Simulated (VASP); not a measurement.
# Geometry relaxation, with input and output: WSe$_{2}$ (part 3 of 3)

The same run, continued: WSe$_{2}$ (slab, 9 atoms in the cell); Kohn-Sham DFT of a periodic cell, PBE with D3(BJ), VASP PAW PBE potentials, recommended, no spin polarisation (VASP 6.6.1); cutoff 600 eV, 12×12×1 k-mesh, Gaussian smearing of 0.03 eV. The structure derives from an entry of the Crystallography Open Database.

Geometry of the input (Å; fractional positions):
```
3.2827  -0.0000  0.0000
-1.6414  2.8429  0.0000
0.0000  0.0000  34.3163
Se 0.3333  0.6667  0.2643
Se 0.3333  0.6667  0.3627
Se 0.6667  0.3333  0.4509
Se 0.6667  0.3333  0.5491
Se 0.3333  0.6667  0.6373
Se 0.3333  0.6667  0.7357
W  0.6667  0.3333  0.3135
W  0.3333  0.6667  0.5000
W  0.6667  0.3333  0.6865
```

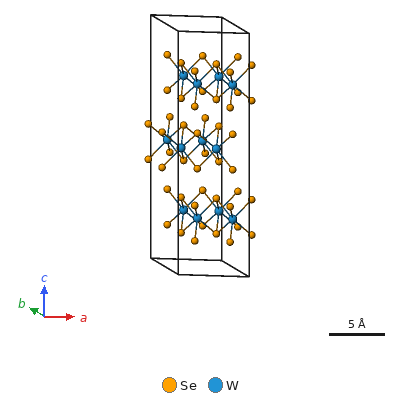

Figure 1. The input geometry (ball-and-stick view of the 2 × 2 repeat of the cell, with the vacuum cut short, seen slightly off an axis; bonded neighbours outside the cell are drawn too). An atom can appear more than once, as a periodic image.

Remarks

Spin–orbit coupling is left out, which matters for W.
